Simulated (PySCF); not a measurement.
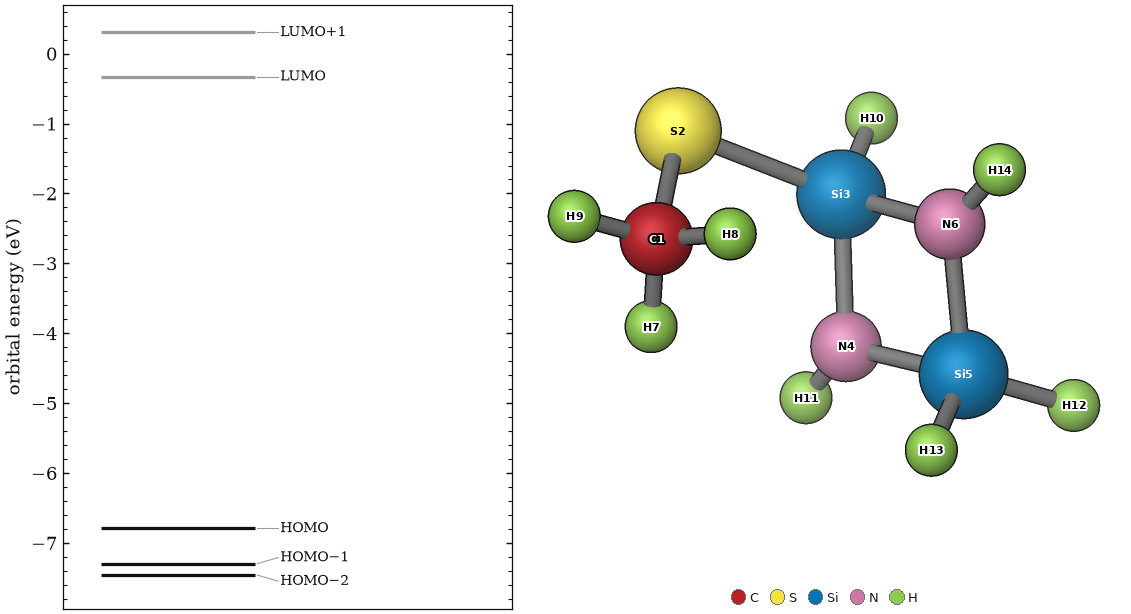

CH₈N₂SSi₂, SMILES CS[SiH]1N[SiH2]N1. Kohn-Sham orbital energies near the frontier, PBE0/def2-SVPD, PySCF 2.14.0, at a GFN2-xTB geometry (no frequency check), isolated molecule; empty levels in grey, levels within 0.03 eV side by side.

Where do the frontier orbitals lie?

Answer. HOMO at −6.79 eV, LUMO at −0.33 eV, 6.46 eV apart.

On which atoms do HOMO and LUMO mostly sit?

Answer. HOMO: S2 62 %, C1 9 %, N6/N4 8 % each. LUMO: Si5 27 %, Si3 13 %, H13 10 % (Löwdin shares).

List the levels with the atoms that carry most of them (a dash for levels above zero or within 0.03 eV of another, where shares mean little).

Answer.
```tsv
orbital	energy (eV)	Löwdin shares
LUMO+1	0.31	–
LUMO	−0.33	Si5 27 %, Si3 13 %, H13 10 %
HOMO	−6.79	S2 62 %, C1 9 %, N6/N4 8 % each
HOMO−1	−7.30	N4/N6 33 % each, S2 10 %
HOMO−2	−7.46	S2 20 %, N4/N6 18 % each
```

Known limits of this run: the tight-binding geometry is rougher than a DFT one and adds to the error; one conformer of a flexible molecule; empty levels above zero depend strongly on the basis.
